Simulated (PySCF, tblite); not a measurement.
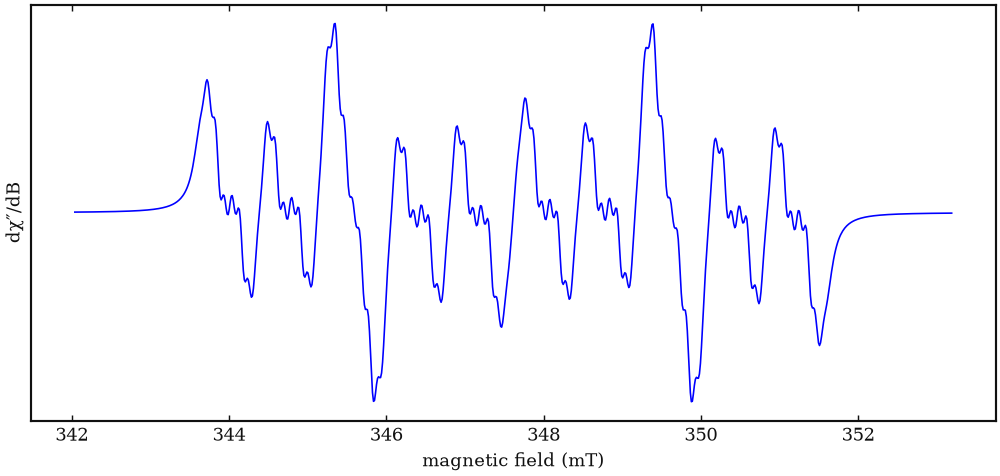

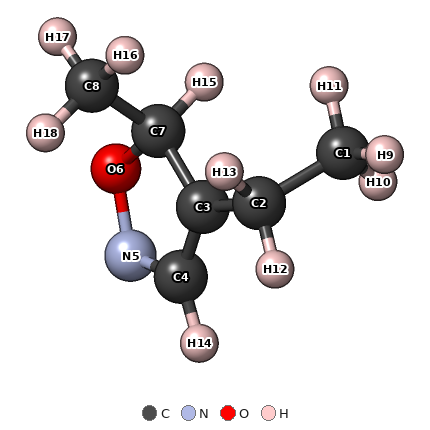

First-order isotropic EPR spectrum (fast tumbling, first derivative) of C₆H₁₀NO, SMILES CC[C]1C=NO[C@H]1C, doublet at 9.75 GHz, Lorentzian lines of 0.20 mT full width at half height, from computed g and hyperfine couplings (B3LYP/pcH-1 with PySCF, at a GFN2-xTB geometry (a minimum by its frequencies), gas phase); values of one conformer, averaged over methyl-type rotors alone; other conformers aren't averaged in; no vibrational averaging; dilute isotopes left out. The SMILES is one Lewis form and needn't show where the spin sits.

Q: Which couplings does the calculation give? The spectrum shows the sizes of those above the line width, not their signs.

A:
```csv
nuclei,isotope,a (mT),a (MHz)
H15,¹H,4.04,113.4
H13,¹H,1.66,46.7
N5,¹⁴N,0.76,21.4
H14,¹H,0.30,8.5
H12,¹H,0.10,2.8
"H16, H17, H18",¹H,−0.08,−2.4
```

Q: What is the g value, and how wide is the spectrum?

A: g_iso = 2.0040, which centres the spectrum at 347.6 mT; it spans 7.9 mT.

Note: the tight-binding geometry is rougher than a DFT one and adds to the error.
